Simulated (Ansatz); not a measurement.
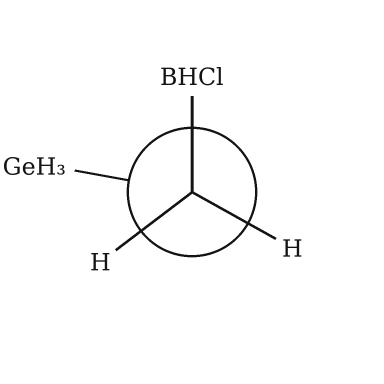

A Newman projection along the C–O bond, carbon in front; angles are drawn as computed, but eclipsed bonds slightly apart. The geometry was computed by an optimisation with PBE0-D4/def2-TZVP. No frequency run is at hand to confirm it as a minimum.

Question: Which molecule is it?

Answer: CH6BClGeO, ClBC[O][GeH3]

Question: What is the torsion angle from the front BHCl to the back GeH3? The sign is positive where the front bond must turn clockwise to cover the back bond.

Answer: −80°, synclinal (gauche).
